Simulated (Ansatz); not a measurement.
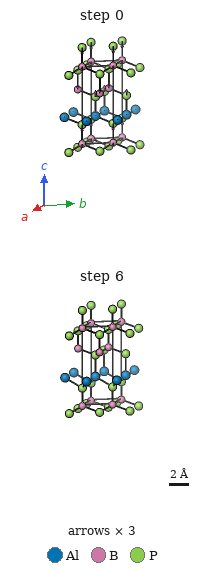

The structure of solid AlB2P3 (a generated structure, set up in P3m1) (coarse preliminary run) before (top) and after (bottom) a relaxation, at one scale. The purple arrows give the displacements (the part carried along by the change of the cell is left out), 3 times their true length.

A ball-and-stick model of the cell of the calculation, seen slightly off an axis.

These are results of DFT PBE, scalar-relativistic, plane waves, PAW in Ansatz, not measurements.

Input file:
```yaml
crystal:
  lattice:
    - [3.50261499, 0.0, 0.0]
    - [-1.7513075, 3.03335356, 0.0]
    - [0.0, 0.0, 8.57961949]
  atoms:
    - { symbol: Al, position: [0.66666667, 0.33333333, 0.33333333] }
    - { symbol: B, position: [0.0, 0.0, 0.0] }
    - { symbol: B, position: [0.33333333, 0.66666667, 0.66666667] }
    - { symbol: P, position: [0.0, 0.0, 0.25] }
    - { symbol: P, position: [0.66666667, 0.33333333, 0.58333333] }
    - { symbol: P, position: [0.33333333, 0.66666667, 0.91666667] }
basis:
  ecutwfc: 420
kpoints:
  mp_grid: { grid: [6, 6, 2] }
hamiltonian:
  xc: pbe
scf:
  occupations: { method: gaussian, width: 0.1 }
  lower_state_search: "off"
output:
  forces: true
  stress: true
  eigenvalues: true
relax:
  adjacent_minimum: "off"
  f_tol: 0.04
  max_steps: 70
  cell: { stress_tol: 0.4 }
```

Run as
```bash
ansatz run input.yaml --threads 1 --pin off --max-ram 2560MiB --backend cpu --events-out ev --progress --plain --runs-dir out
```

Q: Describe what moved and what it gained.

A: After 5 accepted moves (6 points after the start) the energy has fallen by 1.293 eV per cell of the calculation. The largest force component goes from 4.5 to 0.021 eV/Å. The pressure goes from 0.77 to 0.02 GPa. The SCF was repeated once at an unchanged geometry on a basis and grid sized afresh for the cell, which shifted the energy by 1.3 meV per cell of the calculation at most. P4 moves most relative to the cell: 0.31 Å along −c. Largest moves by element: P 0.31 Å, B 0.17 Å, Al 0.04 Å. Cell: a = b 3.503 → 3.417 Å (−2.4 %), c 8.580 → 8.643 Å (+0.7 %). Volume −4.1 %. Near-neighbour distances that change, for instance: Al1–P5 2.145 → 2.386 Å, B3–P6 2.145 → 1.971 Å, B2–P4 2.145 → 1.975 Å, Al1–P4 2.145 → 2.243 Å. Bond angles that change, for instance: P4–Al1–P4 109.5° → 99.2°, Al1–P4–Al1 109.5° → 99.2°, Al1–P4–B2 109.5° → 118.4°. The space group stays P3m1 (No. 156).
